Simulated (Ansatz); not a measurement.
## [BPH4]− (SMILES [BH2-]P): methods side by side

[BPH4]− has 6 atoms, charge -1, and is taken as a doublet. As SMILES, `[BH2-]P`. The coordinates come from a GFN2-xTB relaxation.

```xyz
6

B     0.0583   -0.9045   -0.0634
P     0.5945    0.8594   -0.0697
H    -1.0748   -1.2266    0.1373
H     0.8875   -1.7334   -0.2663
H    -0.4220    1.5536   -0.8165
H    -0.0435    1.4515    1.0785
```

Each level gives the vertical detachment energy (to the singlet neutral) (eV). The values are calculated.

```csv
level,kind,program,value (eV),less FCI/STO-3G,CPU time (all runs)
UHF/STO-3G,Hartree–Fock,Ansatz,-4.41,+0.18,0.3 s
UBLYP/STO-3G,GGA,Ansatz,-3.63,+0.96,3 s
U-r2SCAN/STO-3G,meta-GGA,Ansatz,-3.33,+1.26,7.2 s
UB3LYP/STO-3G,global hybrid,Ansatz,-3.50,+1.09,3.3 s
U-wB97X/STO-3G,range-separated hybrid,Ansatz,-3.63,+0.96,15 s
UHSE06/STO-3G,range-separated hybrid,Ansatz,-3.50,+1.09,4.9 s
UCCSD(T)/STO-3G,coupled cluster or CI,Ansatz,-4.59,0.00,0.49 s
UCCSDTQ/STO-3G,coupled cluster or CI,Ansatz,-4.59,0.00,49 s
FCI/STO-3G,exact in the basis,Ansatz,-4.59,0.00,9.1 s
```

FCI/STO-3G is exact within its basis and frozen core, so for wave-function methods in that basis the difference is their error; functionals converge differently with the basis, so for them it is only a difference. Sets without diffuse functions describe the anion poorly. The values span -4.59 to -3.33 eV. All rows use very small basis sets, so even the best lies far from the true value. Times are those of the runs behind each value, whatever else they computed, on shared processors of several kinds: orders of magnitude only.

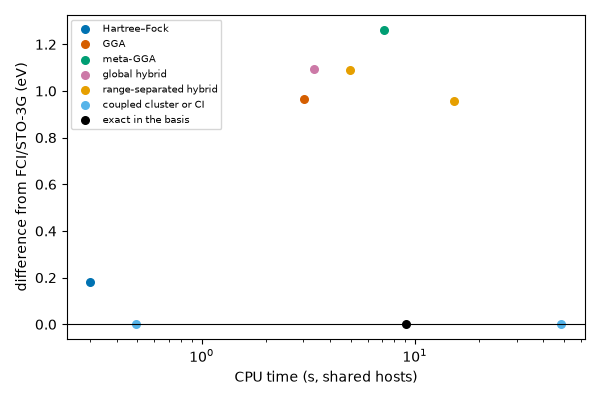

Difference from FCI/STO-3G against processor time, one point a level.
